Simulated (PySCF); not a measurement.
# Excited-state calculation, with input and output: CH6OSi

CH6OSi, computed with TDDFT PBE0/def2-SVPD, vertical, gas phase, core orbitals frozen in the response (PySCF 2.14.0).

The geometry comes from this level: GFN2-xTB, MD frame at 425 fs, 600 K. It belongs to a series of runs on one base structure; here: MD frame at 425 fs, 600 K.

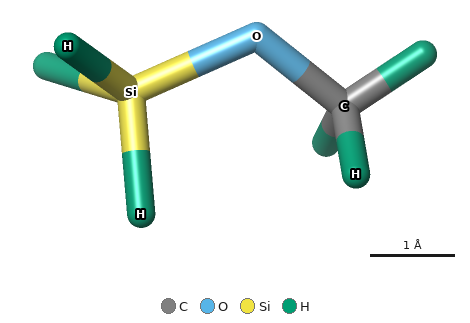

*The input geometry (stick view, seen at a tilt).*

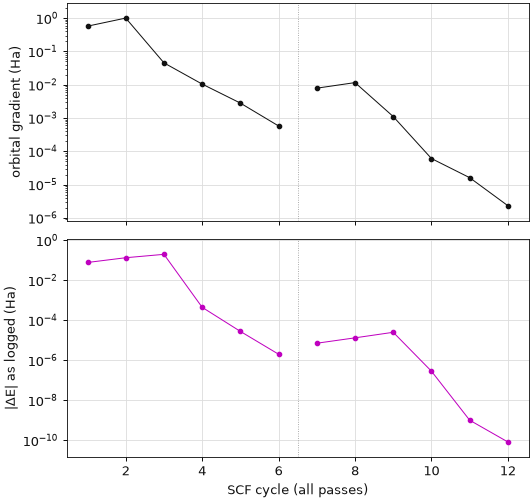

*Convergence of the self-consistent field: orbital gradient and size of the energy change against the SCF cycle. The dotted line marks the change from a coarse to the final integration grid.*

The first 6 cycles use a coarse grid, the final grid takes over at cycle 7, and the field converges after 12 cycles in all.

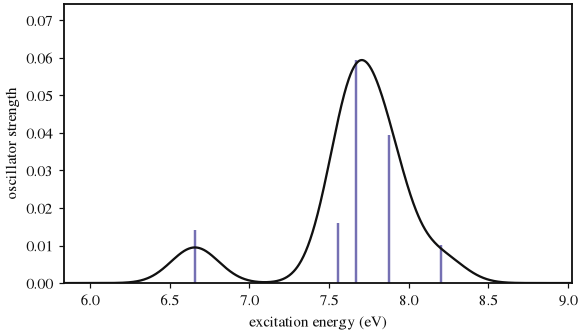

*Computed excitations as sticks (degenerate states added up, dark ones marked on the axis), with a Gaussian envelope of 0.35 eV full width at half maximum, scaled to the tallest.*

Of the 5 states the lowest lies at 6.66 eV (f = 0.014); the strongest line is at 7.67 eV, or 162 nm (f = 0.059).

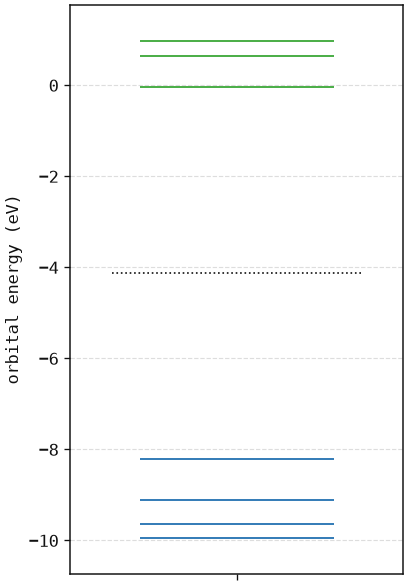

*Orbital energies near the frontier; the dotted line parts filled from empty levels, and levels within 0.02 eV of each other stand side by side.*

Highest filled −8.21 eV, lowest empty −0.04 eV, 8.17 eV apart.

The input that produced these results follows, with the program's output.

Input file
```
{"job": {"kind": "uv", "xc": "PBE0", "basis": "def2-SVPD", "nstates": 5, "ntriplets": 0}, "charge": 0, "multiplicity": 1}
C     -1.042700    -1.246700    -0.021100
O      0.004500    -0.354000    -0.279900
Si     1.471400    -1.064700    -0.586000
H     -1.921200    -0.657700     0.384100
H     -0.723200    -1.957900     0.707700
H     -1.337100    -1.801500    -0.926100
H      1.208800    -2.367100    -1.280700
H      2.098200    -0.219800    -1.593500
H      2.647500    -1.143600     0.436100
```

The first line tells a small driver script what to run in PySCF; the rest is the geometry in Å.

Launch command:
```bash
OMP_NUM_THREADS=1 python <driver script> task.json out
```

What the program printed
```
coarse grid: 7520 points
cycle   1  E = -405.8789641141  dE =  7.835e-02  |g| = 5.766e-01  |ddm| = 3.177e+00
cycle   2  E = -405.7434977839  dE =  1.355e-01  |g| = 1.009e+00  |ddm| = 1.363e+00
cycle   3  E = -405.9435053006  dE = -2.000e-01  |g| = 4.548e-02  |ddm| = 8.448e-01
cycle   4  E = -405.9439538659  dE = -4.486e-04  |g| = 1.047e-02  |ddm| = 7.823e-02
cycle   5  E = -405.9439818666  dE = -2.800e-05  |g| = 2.810e-03  |ddm| = 2.044e-02
cycle   6  E = -405.9439838871  dE = -2.020e-06  |g| = 5.773e-04  |ddm| = 4.127e-03
final grid: 66576 points
cycle   7  E = -406.0011963909  dE = -7.177e-06  |g| = 7.894e-03  |ddm| = 3.708e-02
cycle   8  E = -406.0011830488  dE =  1.334e-05  |g| = 1.161e-02  |ddm| = 1.514e-02
cycle   9  E = -406.0012083261  dE = -2.528e-05  |g| = 1.108e-03  |ddm| = 9.076e-03
cycle  10  E = -406.0012086122  dE = -2.861e-07  |g| = 6.062e-05  |ddm| = 1.047e-03
cycle  11  E = -406.0012086132  dE = -1.015e-09  |g| = 1.612e-05  |ddm| = 1.393e-04
cycle  12  E = -406.0012086133  dE = -8.254e-11  |g| = 2.315e-06  |ddm| = 3.425e-05
converged SCF energy = -406.0012086133

Static polarisability (au): isotropic 45.893, principal 41.811 42.664 53.204

Singlet excitations
state   eV       nm        f      main configurations
  1   6.6580    186.2   0.01407   H->L 0.98
  2   7.5573    164.1   0.01604   H-1->L 0.89
  3   7.6694    161.7   0.05939   H->L+1 0.86
  4   7.8748    157.4   0.03954   H->L+2 0.80, H->L+1 0.08
  5   8.2017    151.2   0.01006   H-2->L 0.88
```

Key numbers

| quantity | value |
| --- | --- |
| outcome | converged |
| total energy | −406.001209 hartree |
| HOMO | −8.21 eV |
| LUMO | −0.04 eV |
| dipole moment | 1.46 D |
| mean polarisability | 45.89 a.u. |
| lowest excitation | 6.66 eV |
| hardware | 1 CPU thread, shared host |
| wall time | 7.6 s |
| peak memory | 0.5 GiB |
